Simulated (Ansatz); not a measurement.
## C3H7FZn: geometry relaxation

The run: geometry relaxation of C3H7FZn. Method and program: RKS PBE0-D4/def2-TZVP (Ansatz 0.2.0).

The geometry: PBE-D4/def2-SVP start. Figures and captions count atoms from 1; the log counts them from 0 in places.

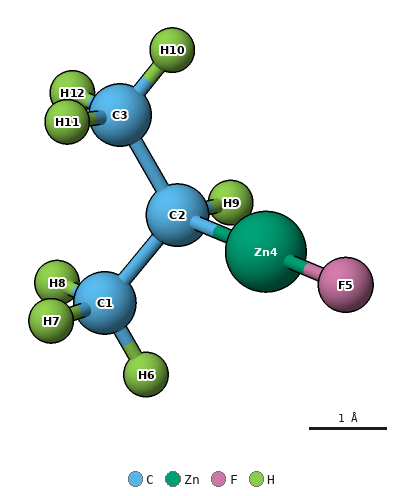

**Figure 1.** The structure as given in the input (ball-and-stick view, seen at a tilt; atoms are numbered from 1 in the order of the input). Sticks mark near contacts. Bond lengths as drawn: C–C 1.53 Å, C–H 1.11 Å, C–Zn 1.95 Å and F–Zn 1.76 Å.

### Key numbers

- outcome: converged
- total energy: −54352.0461 eV
- mean-field energy: −54351.8651 eV
- dispersion energy: −0.1810 eV
- SCF solution under orbital rotations: stable
- largest force (length of the vector) at the end: 0.005 eV/Å
- dipole moment: 3.06 D
- hardware: 8 threads of Arm Neoverse V1, 23 GiB of memory available, shared host
- wall time: 19 s (CPU time 1.8 min)
- peak memory: 0.65 GiB

### The input
```yaml
crystal:
  periodic: [false, false, false]
  atoms:
    - {symbol: C, position_ang: [-1.241306, -0.468501, 0.452916]}
    - {symbol: C, position_ang: [0.076838, 0.301154, 0.298733]}
    - {symbol: C, position_ang: [1.264410, -0.631291, 0.027174]}
    - {symbol: Zn, position_ang: [-0.066367, 1.683006, -1.067855]}
    - {symbol: F, position_ang: [-0.196506, 2.931084, -2.301272]}
    - {symbol: H, position_ang: [-2.095958, 0.193246, 0.702558]}
    - {symbol: H, position_ang: [-1.510456, -1.023105, -0.471007]}
    - {symbol: H, position_ang: [-1.164427, -1.225704, 1.267016]}
    - {symbol: H, position_ang: [0.273405, 0.858243, 1.242703]}
    - {symbol: H, position_ang: [2.229754, -0.087934, -0.032232]}
    - {symbol: H, position_ang: [1.142663, -1.195389, -0.921839]}
    - {symbol: H, position_ang: [1.364750, -1.390108, 0.837206]}
basis:
  gaussian: {orbitals: def2-TZVP}
hamiltonian: {xc: pbe0, dispersion: d4}
relax: {f_tol: 0.005, max_steps: 150}
```

Run as:
```bash
ansatz run in.yaml --threads 8 --pin off --events-out ev --progress --plain --max-ram 18278MiB
```

### Log
```
Functional definition: PBE0
  name "PBE0"
  cite "Adamo & Barone, J. Chem. Phys. 110, 6158 (1999) doi:10.1063/1.478522"
  cite "Perdew, Burke & Ernzerhof, Phys. Rev. Lett. 77, 3865 (1996) doi:10.1103/PhysRevLett.77.3865"
  parent pbe
  parameter a = 0.25
  parameter kappa = 0.804
  parameter beta = 0.06672455060314922
  exchange = (1 - a)*pbe_x(kappa = kappa, mu = beta*pi^2/3) + a*exact_x
  correlation = pbe_c(beta = beta)
1545 factors; their error is unknown
mean field evaluation 1: about -54338.0308 eV, gradient 8.4e1 eV
mean field evaluation 2: about -54315.8933 eV, gradient 1.5e2 eV
mean field evaluation 4: about -54351.6502 eV, gradient 8.5e0 eV
mean field evaluation 8: about -54351.7543 eV, gradient 1.6e-1 eV
mean field evaluation 16: about -54351.8285 eV, gradient 3.4e-4 eV
mean field -54351.82848693 eV, -1997.3928559022 hartree, gradient 2.1e-5 eV, S^2 0.000000; 0 other end points of the search recorded, 0 dependent functions left out
the calculation of the forces begins
reference -54351.82852754 eV, -1997.3928573944 hartree; 32, 32 occupied and 182, 182 virtual orbitals, 1545 factors
relax step   1: F+E_penalty+E_count = -54352.00891269 eV  Δ(F+E_penalty+E_count) = +0.000e0 eV  max|allowed force component| = 4.770e-1 eV/Å  Δτ_max = 0.0000 Å  (30 SCF iters, accepted)
these checks for a lower state are left out or cut short: starts, cluster_reference, orbital_swaps, neighbouring_geometries, increment
1545 factors; their error is unknown
mean field -54351.86204310 eV, -1997.3940890686 hartree, gradient 1.7e-5 eV, S^2 0.000000; 0 other end points of the search recorded, 0 dependent functions left out
the calculation of the forces begins
reference -54351.86208359 eV, -1997.3940905565 hartree; 32, 32 occupied and 182, 182 virtual orbitals, 1545 factors
relax step   2: F+E_penalty+E_count = -54352.04289221 eV  Δ(F+E_penalty+E_count) = -3.398e-2 eV  max|allowed force component| = 1.431e-1 eV/Å  Δτ_max = 0.0302 Å  (34 SCF iters, accepted)
these checks for a lower state are left out or cut short: starts, cluster_reference, orbital_swaps, neighbouring_geometries, increment
1545 factors; their error is unknown
mean field evaluation 32: about -54351.8649 eV, gradient 1.7e-5 eV
mean field -54351.86491901 eV, -1997.3941947564 hartree, gradient 1.7e-5 eV, S^2 0.000000; 0 other end points of the search recorded, 0 dependent functions left out
the calculation of the forces begins
reference -54351.86495945 eV, -1997.3941962426 hartree; 32, 32 occupied and 182, 182 virtual orbitals, 1545 factors
relax step   3: F+E_penalty+E_count = -54352.04595722 eV  Δ(F+E_penalty+E_count) = -3.065e-3 eV  max|allowed force component| = 3.555e-2 eV/Å  Δτ_max = 0.0086 Å  (35 SCF iters, accepted)
these checks for a lower state are left out or cut short: starts, cluster_reference, orbital_swaps, neighbouring_geometries, increment
1545 factors; their error is unknown
mean field -54351.86502279 eV, -1997.3941985703 hartree, gradient 1.7e-5 eV, S^2 0.000000; 0 other end points of the search recorded, 0 dependent functions left out
the calculation of the forces begins
reference -54351.86506324 eV, -1997.3942000567 hartree; 32, 32 occupied and 182, 182 virtual orbitals, 1545 factors
relax step   4: F+E_penalty+E_count = -54352.04605474 eV  Δ(F+E_penalty+E_count) = -9.752e-5 eV  max|allowed force component| = 4.988e-3 eV/Å  Δτ_max = 0.0027 Å  (35 SCF iters, accepted)
1545 factors; their error is unknown
mean field evaluation 64: about -54351.8650 eV, gradient 1.1e-4 eV
```

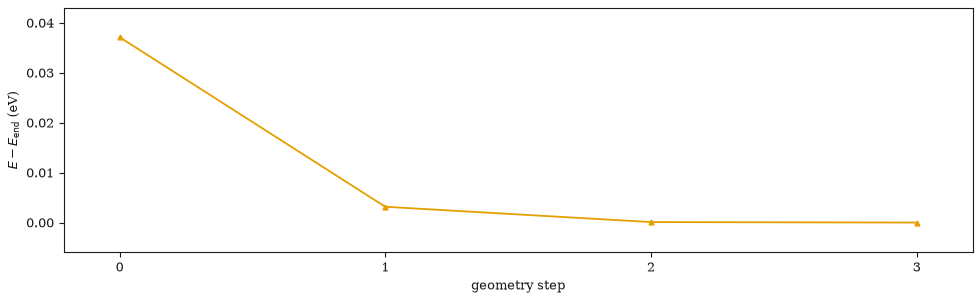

**Figure 2.** Progress of the relaxation, step by step (the first geometry is step 0 here and step 1 in the log).

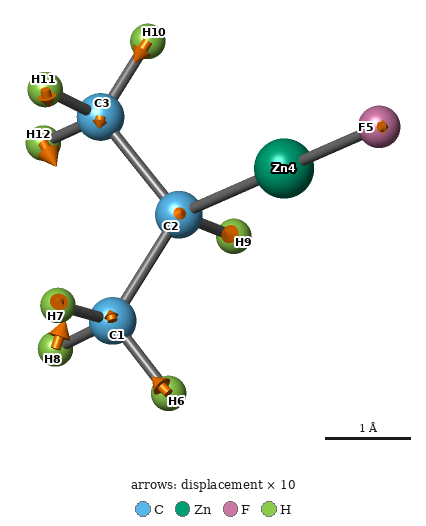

**Figure 3.** The starting structure with the displacements as orange arrows, magnified 10 times (ball-and-stick view, seen at a tilt). The two geometries are laid on each other by the best rigid fit. The largest moves after the best rigid fit, 0.037 Å, are those of H8 and H12. By element the largest moves are H 0.037 Å, C 0.015 Å, F 0.012 Å, Zn 0.004 Å. Among the contacts that change: C1–H8 1.114 → 1.097 Å, C1–H6 1.109 → 1.093 Å, C1–C2 1.534 → 1.525 Å, C2–Zn4 1.949 → 1.942 Å. The energy falls by 0.037 eV in 3 geometry steps. Largest force component: 0.48 eV/Å at the start, 0.005 eV/Å at the end. (Atoms are counted from 1 in the order of the input.)

```
mean field -54351.86502279 eV, -1997.3941985703 hartree, gradient 1.7e-5 eV, S^2 0.000000; 1 other end points of the search recorded, 0 dependent functions left out
the calculation of the forces begins
reference -54351.86506324 eV, -1997.3942000567 hartree; 32, 32 occupied and 182, 182 virtual orbitals, 1545 factors
Total energy: -54352.04609518 eV, -1997.4008528580 hartree
Atom 0 at    -1.227282    -0.472432     0.451250 Å, force    -0.004374     0.001337     0.001276 eV/Å
Atom 1 at     0.074977     0.304768     0.287858 Å, force    -0.001162    -0.001439    -0.004988 eV/Å
Atom 2 at     1.249976    -0.633043     0.030051 Å, force     0.004835     0.000704    -0.000333 eV/Å
Atom 3 at    -0.066183     1.687135    -1.068642 Å, force    -0.000259    -0.001710    -0.000557 eV/Å
Atom 4 at    -0.193714     2.941278    -2.294907 Å, force     0.000433    -0.000837     0.002385 eV/Å
Atom 5 at    -2.072613     0.172743     0.702478 Å, force    -0.002811     0.000626     0.000752 eV/Å
Atom 6 at    -1.491206    -1.021883    -0.456933 Å, force     0.000849    -0.000153    -0.001139 eV/Å
Atom 7 at    -1.131391    -1.213701     1.254768 Å, force     0.001377    -0.000028     0.000627 eV/Å
Atom 8 at     0.268689     0.849576     1.219427 Å, force     0.000412     0.001125     0.001985 eV/Å
Atom 9 at     2.204796    -0.104586    -0.024732 Å, force     0.002965     0.000257    -0.000247 eV/Å
Atom 10 at     1.129121    -1.191733    -0.902476 Å, force    -0.001209    -0.000020    -0.000801 eV/Å
Atom 11 at     1.331629    -1.373422     0.835959 Å, force    -0.001056     0.000138     0.001041 eV/Å
Dipole moment:     0.048001    -0.446075     0.451653 e Å
```

### Trajectory as extended XYZ (Å, eV, eV/Å), 4 frames, from step=1 to step=4
```
12
Properties=species:S:1:pos:R:3:forces:R:3 step=1 energy=-54352.00891
C    -1.2413   -0.4685    0.4529   -0.2310  -0.2418   0.0641
C     0.0768    0.3012    0.2987    0.0523   0.1219   0.2633
C     1.2644   -0.6313    0.0272    0.2066  -0.2706  -0.0105
Zn   -0.0664    1.6830   -1.0679    0.0077  -0.0395   0.0606
F    -0.1965    2.9311   -2.3013    0.0018  -0.0158   0.0145
H    -2.0960    0.1932    0.7026    0.4260  -0.3020  -0.1213
H    -1.5105   -1.0231   -0.4710    0.1436   0.2775   0.4353
H    -1.1644   -1.2257    1.2670   -0.0128   0.3639  -0.3805
H     0.2734    0.8582    1.2427   -0.0941  -0.3021  -0.4383
H     2.2298   -0.0879   -0.0322   -0.4770  -0.2429   0.0319
H     1.1427   -1.1954   -0.9218    0.0439   0.2839   0.4522
H     1.3647   -1.3901    0.8372   -0.0669   0.3674  -0.3713
12
Properties=species:S:1:pos:R:3:forces:R:3 step=2 energy=-54352.04289
C    -1.2277   -0.4722    0.4521   -0.1250  -0.0424   0.0073
C     0.0755    0.3073    0.2894    0.0192  -0.0250   0.1264
C     1.2508   -0.6331    0.0308    0.1142  -0.0580  -0.0335
Zn   -0.0664    1.6901   -1.0710    0.0030  -0.0291   0.0294
F    -0.1955    2.9403   -2.3017    0.0017  -0.0096   0.0125
H    -2.0757    0.1765    0.7054    0.1087  -0.0940  -0.0355
H    -1.4941   -1.0212   -0.4614    0.0412   0.0794   0.1269
H    -1.1365   -1.2201    1.2570    0.0113   0.1204  -0.1170
H     0.2702    0.8510    1.2273   -0.0287  -0.0675  -0.1431
H     2.2093   -0.1016   -0.0229   -0.1251  -0.0787   0.0042
H     1.1306   -1.1915   -0.9076    0.0132   0.0812   0.1317
H     1.3362   -1.3807    0.8367   -0.0338   0.1232  -0.1093
12
Properties=species:S:1:pos:R:3:forces:R:3 step=3 energy=-54352.04596
C    -1.2288   -0.4714    0.4513    0.0184  -0.0132  -0.0002
C     0.0751    0.3030    0.2891   -0.0021   0.0356  -0.0239
C     1.2516   -0.6323    0.0296   -0.0187  -0.0108   0.0060
Zn   -0.0662    1.6851   -1.0677    0.0001   0.0049  -0.0008
F    -0.1939    2.9388   -2.2945    0.0003  -0.0007   0.0014
H    -2.0740    0.1738    0.7022    0.0004   0.0110   0.0018
H    -1.4927   -1.0205   -0.4567   -0.0025  -0.0062  -0.0118
H    -1.1339   -1.2126    1.2542   -0.0022  -0.0149   0.0144
H     0.2688    0.8478    1.2203    0.0020   0.0051   0.0101
H     2.2061   -0.1038   -0.0254    0.0016   0.0109   0.0016
H     1.1308   -1.1906   -0.9028   -0.0023  -0.0062  -0.0118
H     1.3339   -1.3727    0.8347    0.0050  -0.0154   0.0132
12
Properties=species:S:1:pos:R:3:forces:R:3 step=4 energy=-54352.04605
C    -1.2273   -0.4724    0.4512   -0.0044   0.0013   0.0013
C     0.0750    0.3048    0.2879   -0.0012  -0.0014  -0.0050
C     1.2500   -0.6330    0.0301    0.0048   0.0007  -0.0003
Zn   -0.0662    1.6871   -1.0686   -0.0003  -0.0017  -0.0006
F    -0.1937    2.9413   -2.2949    0.0004  -0.0008   0.0024
H    -2.0726    0.1727    0.7025   -0.0028   0.0006   0.0008
H    -1.4912   -1.0219   -0.4569    0.0008  -0.0002  -0.0011
H    -1.1314   -1.2137    1.2548    0.0014   0.0000   0.0006
H     0.2687    0.8496    1.2194    0.0004   0.0011   0.0020
H     2.2048   -0.1046   -0.0247    0.0030   0.0003  -0.0002
H     1.1291   -1.1917   -0.9025   -0.0012   0.0000  -0.0008
H     1.3316   -1.3734    0.8360   -0.0011   0.0001   0.0010
```
